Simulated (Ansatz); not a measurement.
# Ta: a line through an energy map

Aim: follow the energy of Ta (Im-3m, No. 229; 1 atom in the cell) along one coordinate, normal strain along x, with the other held at normal strain along z = 0 %.

Program: Ansatz 0.2.0. Level of theory: DFT PBEsol, scalar-relativistic, plane waves, PAW. These are calculated values, not measurements.

16 further runs of the same task are left out: 16 set aside as unsound or not needed.

**1. Starting point**

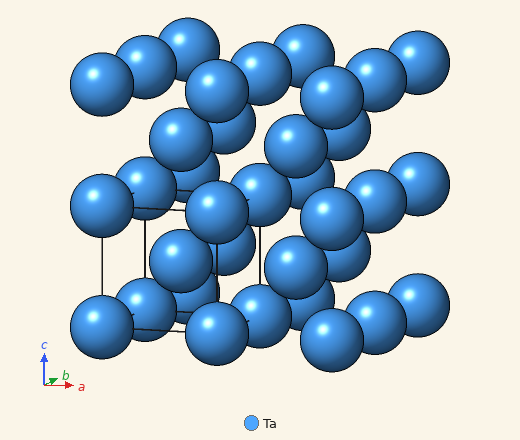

Start, viewed slightly off an axis; tantalum blue. 2×2×2 cells are drawn. Atoms on the faces are drawn again on the opposite ones. The cell drawn here is the conventional one.

Structure file:

```
Ta
1.0
    -1.64023    1.64023    1.64023
     1.64023   -1.64023    1.64023
     1.64023    1.64023   -1.64023
Ta
1
Cartesian
  0.0000 0.0000 0.0000
```

It is the result of an earlier relaxation at this level (volume 17.65 Å³/atom; gap on the mesh: none (metal)).

**2. Plan of the line**

The energy is mapped over two homogeneous strains (x along [1 0 0], y along [0 1 0], z along [0 0 1] of the conventional cell).

- normal strain along x: 7 values from −11.0 to 11.0 %
- normal strain along z: 7 values from −15 to 15 %

Nothing else is relaxed (symmetry fixes all fractional coordinates). Energies count from the relaxed crystal. Points are written as (first, second).

**3. Point (−11.0 %, 0 %)**

File input.yaml:

```yaml
crystal:
  lattice:
    - [-1.4598034852, 1.640228635, 1.640228635]
    - [1.4598034852, -1.640228635, 1.640228635]
    - [1.4598034852, 1.640228635, -1.640228635]
  atoms:
    - { symbol: Ta, position: [0.0, 0.0, 0.0] }
basis:
  ecutwfc: 420
kpoints:
  mp_grid: { grid: [20, 20, 20] }
hamiltonian:
  xc: pbesol
  pseudopotentials: { kind: paw, azcp: { folder: soft_1 } }
scf:
  occupations: { method: gaussian, width: 0.15 }
output:
  forces: true
  stress: true
  eigenvalues: true
```

Run with:

```
$ ansatz run input.yaml --threads 1 --pin off --max-ram 2048MiB --backend cpu --events-out ev --progress --plain --runs-dir out
```

Standard output (excerpt; [...] marks lines left out):

```text
Warning: <dir> the record states the generating functional pbe (its physics header spells it `PBE`), which answers neither for hamiltonian.xc's functional nor for the pbesol family's — results may be inconsistent (PPs are generated against a specific XC)
Warning: RAYON_NUM_THREADS=1 ignored (pool sized by the plan → 1); use --threads N
[...]
Pseudopotentials: kind: paw
Pseudopotential: Ta, paw, valence charge 13, recommended cutoff 420 eV (normal), <dir>
Functional definition: PBEsol
[...]
Crystal: 1 atoms, lattice volume = 15.710 Å³
Basis set: ecut = 420 eV, 297 PW (Γ), exchange–correlation on 40×40×40 points (8 copies of the dense FFT grid, shifted against one another)
Bands: 11, of which v1, the nominal top of the filled ones, is band 7 counted from 1 (6 counted from 0)
Symmetry: 16 space group operations
Space group: I4/mmm (ITA 139), of the structure as read, at distance tolerance 2.5e-5 Å
k-points: 641 of 8000
[...]
SCF iter   1: F=—  HF=-9807.277838 eV  |F-HF|=—  |Δ(HF+E_count)|=         —  Δρ=4.08e-2  dr2=2.34e-1  ethr=3.10e-3  ⟨swp⟩=5.0  Hψ=36526  notcnv=0
[...]
SCF iter   6: F=-9807.184059 eV  HF=-9807.184059 eV  |F-HF|=2.58e-10  |Δ(HF+E_count)|=   1.03e-9  Δρ=2.75e-6  dr2=3.60e-10  ethr=2.22e-10  ⟨swp⟩=1.9  Hψ=21338  notcnv=0
[...]
SCF converged after 6 iterations
Free energy (F): -9807.184059 eV
[...]
E sigma→0 (E₀):  -9807.177796 eV
Entropy (-TS):   -0.012526 eV (-12.526 meV/atom)
Fermi energy:    21.478063 eV
[...]
--- Forces (eV/Å), atoms counted from 1 ---
  atom   1  Ta     0.00000000    -0.00000000    -0.00000000
[...]
--- Stress (GPa, compression-positive) ---
       41.637325       0.000000       0.000000
        0.000000      26.090886       0.000000
        0.000000       0.000000      26.090886
  P = ⅓ Tr σ = 31.2730 GPa (312.730 kbar)
--- Band table (eV; the first three rows and the last of 641) ---
  k-point 0: bands = ["-45.3478", "-11.0480", "-11.0480", "-10.9915", "12.9792", "21.0058", "22.8602", "22.8602", "24.4244", "27.0214", "35.9206"]
[...]
```

Run time: 5.3 s. Hardware: 1 thread of Arm Neoverse V2, shared host; peak memory 0.37 GiB.

On the map this point reads 231 meV/atom.

**4. Grid point (−3.7 %, 0 %)**

input.yaml, as its differences from that of step 3:

```diff
@@ -2,5 +2,5 @@
   lattice:
-    - [-1.4598034852, 1.640228635, 1.640228635]
-    - [1.4598034852, -1.640228635, 1.640228635]
-    - [1.4598034852, 1.640228635, -1.640228635]
+    - [-1.5800322441, 1.640228635, 1.640228635]
+    - [1.5800322441, -1.640228635, 1.640228635]
+    - [1.5800322441, 1.640228635, -1.640228635]
   atoms:
```

Run with:

```
$ ansatz run input.yaml --threads 1 --pin off --max-ram 2048MiB --backend cpu --events-out ev --progress --plain --runs-dir out
```

Standard output (excerpt; [...] marks lines left out):

```text
Warning: <dir> the record states the generating functional pbe (its physics header spells it `PBE`), which answers neither for hamiltonian.xc's functional nor for the pbesol family's — results may be inconsistent (PPs are generated against a specific XC)
Warning: RAYON_NUM_THREADS=1 ignored (pool sized by the plan → 1); use --threads N
[...]
[... 3 set-up lines as earlier in the session ...]
[...]
Crystal: 1 atoms, lattice volume = 17.003 Å³
Basis set: ecut = 420 eV, 321 PW (Γ), exchange–correlation on 40×40×40 points (8 copies of the dense FFT grid, shifted against one another)
Bands: 11, of which v1, the nominal top of the filled ones, is band 7 counted from 1 (6 counted from 0)
[... 1 set-up line as earlier in the session ...]
Space group: I4/mmm (ITA 139), of the structure as read, at distance tolerance 2.6e-5 Å
k-points: 641 of 8000
[...]
SCF iter   1: F=—  HF=-9807.505891 eV  |F-HF|=—  |Δ(HF+E_count)|=         —  Δρ=4.12e-2  dr2=2.89e-1  ethr=3.10e-3  ⟨swp⟩=5.0  Hψ=36336  notcnv=0
[...]
SCF iter   6: F=-9807.389979 eV  HF=-9807.389979 eV  |F-HF|=1.86e-10  |Δ(HF+E_count)|=   5.21e-9  Δρ=2.50e-6  dr2=2.94e-10  ethr=1.57e-10  ⟨swp⟩=2.2  Hψ=21230  notcnv=0
[...]
SCF converged after 6 iterations
Free energy (F): -9807.389979 eV
[...]
E sigma→0 (E₀):  -9807.382805 eV
Entropy (-TS):   -0.014346 eV (-14.346 meV/atom)
Fermi energy:    19.563532 eV
[...]
--- Forces (eV/Å), atoms counted from 1 ---
  atom   1  Ta     0.00000000     0.00000000     0.00000000
[...]
--- Stress (GPa, compression-positive) ---
       12.156828       0.000000       0.000000
        0.000000       7.103453      -0.000000
       -0.000000       0.000000       7.103453
  P = ⅓ Tr σ = 8.7879 GPa (87.879 kbar)
--- Band table (eV; the first three rows and the last of 641) ---
  k-point 0: bands = ["-47.3370", "-13.1740", "-13.1740", "-13.1640", "11.4365", "19.9577", "20.4764", "20.4764", "23.3915", "24.1195", "34.1861"]
[...]
```

It took 5.4 s on 1 thread of Arm Neoverse V2, shared host; peak memory 0.38 GiB.

On the map this point reads 25 meV/atom.

**5. Grid point (3.7 %, 0 %)**

input.yaml, as its differences from that of step 4:

```diff
@@ -2,5 +2,5 @@
   lattice:
-    - [-1.5800322441, 1.640228635, 1.640228635]
-    - [1.5800322441, -1.640228635, 1.640228635]
-    - [1.5800322441, 1.640228635, -1.640228635]
+    - [-1.7004250259, 1.640228635, 1.640228635]
+    - [1.7004250259, -1.640228635, 1.640228635]
+    - [1.7004250259, 1.640228635, -1.640228635]
   atoms:
```

Run with:

```
$ ansatz run input.yaml --threads 1 --pin off --max-ram 2048MiB --backend cpu --events-out ev --progress --plain --runs-dir out
```

Standard output (excerpt; [...] marks lines left out):

```text
Warning: <dir> the record states the generating functional pbe (its physics header spells it `PBE`), which answers neither for hamiltonian.xc's functional nor for the pbesol family's — results may be inconsistent (PPs are generated against a specific XC)
Warning: RAYON_NUM_THREADS=1 ignored (pool sized by the plan → 1); use --threads N
[...]
[... 3 set-up lines as earlier in the session ...]
[...]
Crystal: 1 atoms, lattice volume = 18.299 Å³
Basis set: ecut = 420 eV, 369 PW (Γ), exchange–correlation on 40×40×40 points (8 copies of the dense FFT grid, shifted against one another)
Bands: 11, of which v1, the nominal top of the filled ones, is band 7 counted from 1 (6 counted from 0)
[... 2 set-up lines as earlier in the session ...]
k-points: 641 of 8000
[...]
SCF iter   1: F=—  HF=-9807.533087 eV  |F-HF|=—  |Δ(HF+E_count)|=         —  Δρ=4.22e-2  dr2=3.47e-1  ethr=3.10e-3  ⟨swp⟩=5.0  Hψ=36406  notcnv=0
[...]
SCF iter   6: F=-9807.395498 eV  HF=-9807.395498 eV  |F-HF|=1.93e-10  |Δ(HF+E_count)|=   8.27e-9  Δρ=2.17e-6  dr2=3.04e-10  ethr=2.17e-10  ⟨swp⟩=2.1  Hψ=21089  notcnv=0
[...]
SCF converged after 6 iterations
Free energy (F): -9807.395498 eV
[...]
E sigma→0 (E₀):  -9807.387998 eV
Entropy (-TS):   -0.015000 eV (-15.000 meV/atom)
Fermi energy:    17.997228 eV
[...]
--- Forces (eV/Å), atoms counted from 1 ---
  atom   1  Ta    -0.00000000    -0.00000000     0.00000000
[...]
--- Stress (GPa, compression-positive) ---
       -9.302715       0.000000       0.000000
        0.000000      -5.356494      -0.000000
       -0.000000       0.000000      -5.356494
  P = ⅓ Tr σ = -6.6719 GPa (-66.719 kbar)
--- Band table (eV; the first three rows and the last of 641) ---
  k-point 0: bands = ["-49.0955", "-15.0374", "-15.0309", "-15.0309", "10.1408", "18.5897", "18.5897", "19.0260", "21.6258", "22.2244", "32.1414"]
[...]
```

Run time: 5.5 s. Hardware: 1 thread of Arm Neoverse V2, shared host; peak memory 0.39 GiB.

Energy on the map's scale: 19 meV/atom.

**6. Grid point (7.3 %, 0 %)**

input.yaml, as its differences from that of step 5:

```diff
@@ -2,5 +2,5 @@
   lattice:
-    - [-1.7004250259, 1.640228635, 1.640228635]
-    - [1.7004250259, -1.640228635, 1.640228635]
-    - [1.7004250259, 1.640228635, -1.640228635]
+    - [-1.7604573939, 1.640228635, 1.640228635]
+    - [1.7604573939, -1.640228635, 1.640228635]
+    - [1.7604573939, 1.640228635, -1.640228635]
   atoms:
```

Run with:

```
$ ansatz run input.yaml --threads 1 --pin off --max-ram 2048MiB --backend cpu --events-out ev --progress --plain --runs-dir out
```

Standard output (excerpt; [...] marks lines left out):

```text
Warning: <dir> the record states the generating functional pbe (its physics header spells it `PBE`), which answers neither for hamiltonian.xc's functional nor for the pbesol family's — results may be inconsistent (PPs are generated against a specific XC)
Warning: RAYON_NUM_THREADS=1 ignored (pool sized by the plan → 1); use --threads N
[...]
[... 3 set-up lines as earlier in the session ...]
[...]
Crystal: 1 atoms, lattice volume = 18.945 Å³
Basis set: ecut = 420 eV, 377 PW (Γ), exchange–correlation on 40×40×40 points (8 copies of the dense FFT grid, shifted against one another)
Bands: 11, of which v1, the nominal top of the filled ones, is band 7 counted from 1 (6 counted from 0)
[... 1 set-up line as earlier in the session ...]
Space group: I4/mmm (ITA 139), of the structure as read, at distance tolerance 2.7e-5 Å
k-points: 641 of 8000
[...]
SCF iter   1: F=—  HF=-9807.491979 eV  |F-HF|=—  |Δ(HF+E_count)|=         —  Δρ=4.29e-2  dr2=3.81e-1  ethr=3.10e-3  ⟨swp⟩=5.0  Hψ=36355  notcnv=0
[...]
SCF iter   6: F=-9807.342723 eV  HF=-9807.342723 eV  |F-HF|=2.75e-10  |Δ(HF+E_count)|=   1.18e-8  Δρ=2.36e-6  dr2=4.39e-10  ethr=2.97e-10  ⟨swp⟩=2.1  Hψ=21289  notcnv=0
[...]
SCF converged after 6 iterations
Free energy (F): -9807.342723 eV
[...]
E sigma→0 (E₀):  -9807.334773 eV
Entropy (-TS):   -0.015898 eV (-15.898 meV/atom)
Fermi energy:    17.313402 eV
[...]
--- Forces (eV/Å), atoms counted from 1 ---
  atom   1  Ta     0.00000000    -0.00000000    -0.00000000
[...]
--- Stress (GPa, compression-positive) ---
      -16.544061       0.000000       0.000000
        0.000000     -10.158984      -0.000000
        0.000000       0.000000     -10.158984
  P = ⅓ Tr σ = -12.2873 GPa (-122.873 kbar)
--- Band table (eV; the first three rows and the last of 641) ---
  k-point 0: bands = ["-49.8977", "-15.8815", "-15.8717", "-15.8717", "9.5683", "17.7940", "17.7940", "18.5931", "20.5153", "21.5927", "30.9733"]
[...]
```

It took 6.7 s on 1 thread of Arm Neoverse V2, shared host; peak memory 0.39 GiB.

Energy on the map's scale: 72 meV/atom.

**7. Point (11.0 %, 0 %)**

File input.yaml:

```yaml
crystal:
  lattice:
    - [-1.8206537848, 1.640228635, 1.640228635]
    - [1.8206537848, -1.640228635, 1.640228635]
    - [1.8206537848, 1.640228635, -1.640228635]
  atoms:
    - { symbol: Ta, position: [0.0, 0.0, 0.0] }
basis:
  ecutwfc: 420
kpoints:
  mp_grid: { grid: [20, 20, 20] }
hamiltonian:
  xc: pbesol
  pseudopotentials: { kind: paw, azcp: { folder: soft_1 } }
scf:
  occupations: { method: gaussian, width: 0.15 }
output:
  forces: true
  stress: true
  eigenvalues: true
  write_density: true
  write_potential: true
  elf: true
  volumetric_format: npy
```

Run with:

```
$ ansatz run input.yaml --threads 1 --pin off --max-ram 2048MiB --backend cpu --events-out ev --progress --plain --runs-dir out
```

Standard output (excerpt; [...] marks lines left out):

```text
Warning: <dir> the record states the generating functional pbe (its physics header spells it `PBE`), which answers neither for hamiltonian.xc's functional nor for the pbesol family's — results may be inconsistent (PPs are generated against a specific XC)
Warning: RAYON_NUM_THREADS=1 ignored (pool sized by the plan → 1); use --threads N
[...]
[... 3 set-up lines as earlier in the session ...]
[...]
Crystal: 1 atoms, lattice volume = 19.593 Å³
Basis set: ecut = 420 eV, 387 PW (Γ), exchange–correlation on 40×40×40 points (8 copies of the dense FFT grid, shifted against one another)
Bands: 11, of which v1, the nominal top of the filled ones, is band 7 counted from 1 (6 counted from 0)
[... 2 set-up lines as earlier in the session ...]
k-points: 641 of 8000
[...]
SCF iter   1: F=—  HF=-9807.426136 eV  |F-HF|=—  |Δ(HF+E_count)|=         —  Δρ=4.38e-2  dr2=4.17e-1  ethr=3.10e-3  ⟨swp⟩=5.0  Hψ=36339  notcnv=0
[...]
SCF iter   6: F=-9807.264276 eV  HF=-9807.264276 eV  |F-HF|=3.18e-10  |Δ(HF+E_count)|=   1.82e-8  Δρ=2.65e-6  dr2=5.43e-10  ethr=4.31e-10  ⟨swp⟩=5.1  Hψ=34224  notcnv=0
[...]
SCF converged after 6 iterations
Free energy (F): -9807.264276 eV
[...]
E sigma→0 (E₀):  -9807.255776 eV
Entropy (-TS):   -0.016999 eV (-16.999 meV/atom)
Fermi energy:    16.676346 eV
[...]
--- Forces (eV/Å), atoms counted from 1 ---
  atom   1  Ta     0.00000000    -0.00000000     0.00000000
[...]
--- Stress (GPa, compression-positive) ---
      -21.998196       0.000000       0.000000
        0.000000     -14.260489       0.000000
        0.000000      -0.000000     -14.260489
  P = ⅓ Tr σ = -16.8397 GPa (-168.397 kbar)
--- Band table (eV; the first three rows and the last of 641) ---
  k-point 0: bands = ["-50.6597", "-16.6780", "-16.6668", "-16.6668", "9.0360", "17.0751", "17.0751", "18.1747", "19.4790", "20.9288", "29.9153"]
[...]
```

Run time: 9.2 s. Hardware: 1 thread of Arm Neoverse V2, shared host; peak memory 0.39 GiB.

Axes a, b and c in the maps are those of this run's conventional cell (a, b, c = 3.280, 3.280, 3.641 Å).

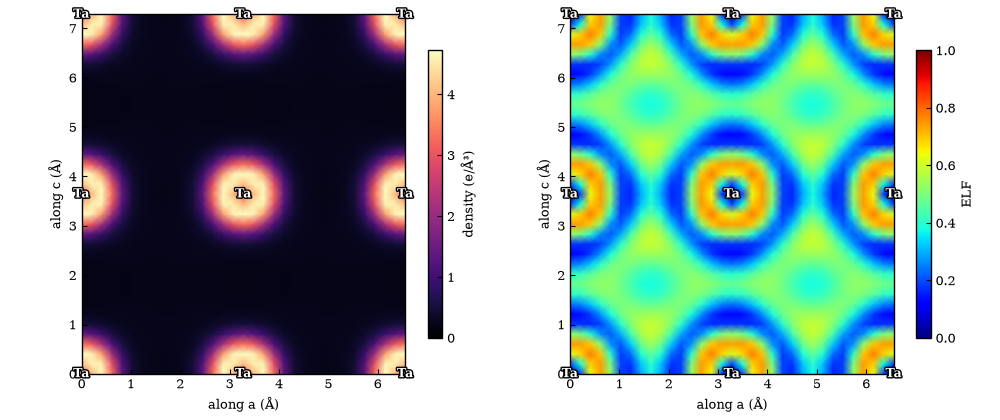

Density (left) and ELF (right) in a lattice plane of the grid's cell (edges 3.28 and 3.64 Å, at 0.000 of the third edge), which holds Ta. Only atoms in the plane are labelled. Both are smooth fields of the valence electrons: close to the nuclei they are not physical.

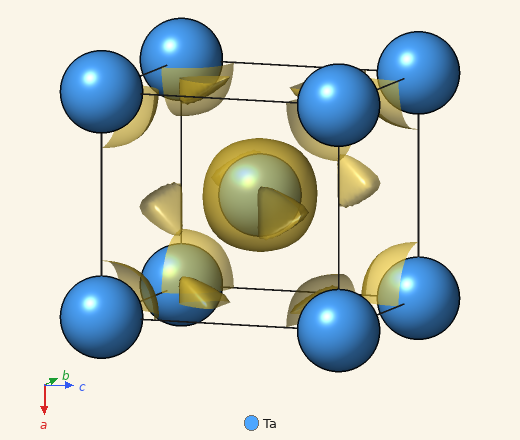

Surface of ELF = 0.53, drawn in one cell.

The highest ELF values outside the cores: 0.59 between the atoms, 1.8 Å from Ta.

On the map this point reads 150 meV/atom.

**8. Results**

```
normal strain along x (%)  step  energy (meV/atom)  slope (meV/atom per %)  pressure (GPa)
                    −11.0     3                231                     −46            31.3
                     −7.3     –                 99                     −27            18.9
                     −3.7     4                 25                     −13             8.8
                      0.0     –                  0                       0             0.3
                      3.7     5                 19                      10            −6.7
                      7.3     6                 72                      18           −12.3
                     11.0     7                150                      24           −16.8
```

Energies count from the relaxed crystal. Rows without a step come from runs not printed here or follow by symmetry. Slopes come from the forces (and the stress, where the cell changes), not from differences of energies.

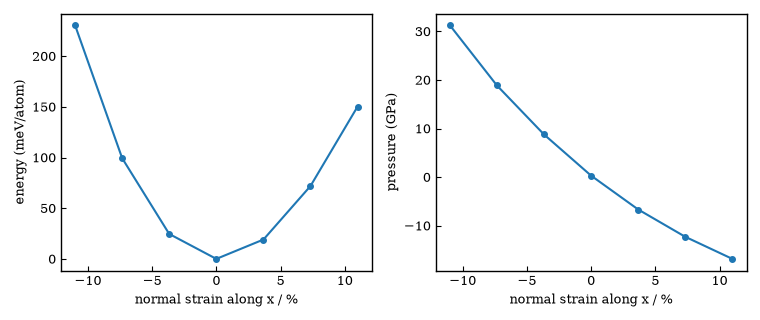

Energy and pressure along the line.

Along the line the energy is lowest at 0.0 %, 0 meV/atom from the zero. Energies and slopes round the minimum, fitted together, put the minimum at 0.11 %, with a curvature of about 3.3 meV/atom per %². Divided by the reference volume, that is a stiffness of about 300 GPa for this pattern of strain. The well is lopsided: two grid steps out, the energy rises by 99 meV/atom towards smaller values and 72 meV/atom towards larger ones. The highest point computed, at −11.0 %, lies 231 meV/atom above the lowest. This is one cut through a surface in two coordinates; it holds the lowest point sampled, which need not be a minimum. The runs treat Ta without spin-orbit coupling.
